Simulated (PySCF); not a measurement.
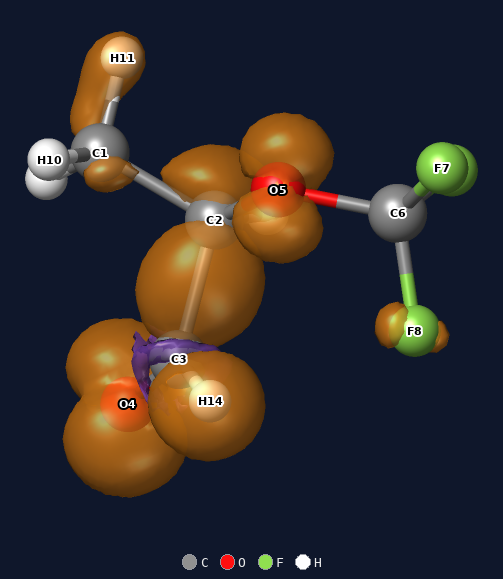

The picture shows: C4H5F3O2 (SMILES C[C@H](C=[O+])OC(F)(F)F) (charge +1, doublet). Isosurfaces of the spin density at +0.03 (orange) and −0.03 e/Å³ (purple), seen at a tilt.

Geometry: GFN2-xTB.

The calculation used PySCF, UKS B3LYP, pcH-1 on C F H O, non-relativistic, mean-field spin-orbit, GIAO.

```csv
atom,x (Å),y (Å),z (Å)
C,-1.0988,1.4273,-0.1341
C,-0.2475,0.1988,-0.2767
C,-1.2376,-1.0656,-0.0395
O,-2.1597,-1.2959,-0.7051
O,0.8017,0.2198,0.6136
C,1.8913,-0.5800,0.3793
F,2.8046,-0.3170,1.2644
F,1.5296,-1.8654,0.4704
F,2.3629,-0.3980,-0.8450
H,-1.4163,1.6011,0.8975
H,-0.4706,2.2971,-0.3760
H,-1.9599,1.4021,-0.7983
H,0.0831,0.0096,-1.3167
H,-0.8835,-1.6344,0.8442
```

Describe the spin distribution.

Answer. The unpaired spin (1 electron) lies mostly on O4 (about 0.4), C2 (about 0.2), O5 (about 0.1), C3 (about 0.1) and H14 (about 0.1), in electrons by Hirshfeld's partition.
